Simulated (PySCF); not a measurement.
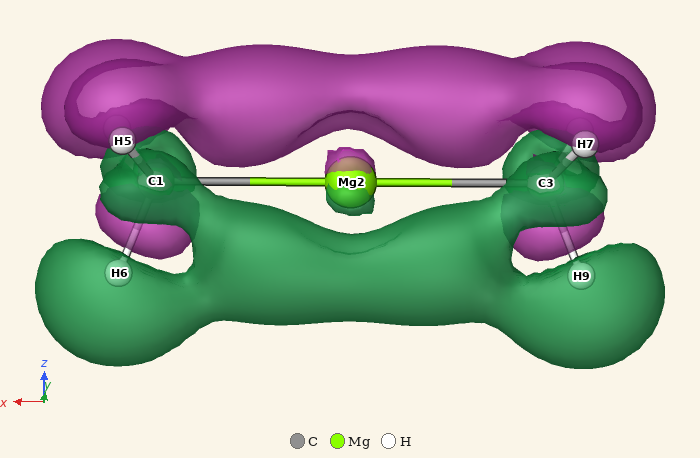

Figure 1: C2H6Mg, SMILES `C[Mg]C`. Change of the electron density in a uniform field of 0.51 V/Å, surfaces at ±0.003 e/Å³ (green: gain, purple: loss).

PySCF calculation, PBE/def2-SVPD, gas phase; geometry: GFN2-xTB. No frequency check shows the geometry to be a minimum. GFN2-xTB bond lengths at metals and heavier atoms can be off by up to 0.1 Å and shapes distorted, which carries into these values.

Coordinates in Å:

```
C1       2.1413   -0.0014    0.0002
Mg2     -0.0000    0.0021   -0.0003
C3      -2.1412   -0.0008    0.0008
H4       2.5436   -0.7228    0.7146
H5       2.5438    0.9778    0.2676
H6       2.5434   -0.2596   -0.9817
H7      -2.5434    0.9805    0.2614
H8      -2.5436   -0.7220    0.7153
H9      -2.5438   -0.2657   -0.9791
```

The field was applied in both directions; the picture shows the one opposite to the script's first.

### Along which Cartesian direction does the field point?

Along +z: electrons gather on the −z side, against the field.

### How large is the response?

The induced dipole is 1.29 D (along the field); α along this axis, from the fields in both directions, is 51 bohr³ (7.5 Å³).
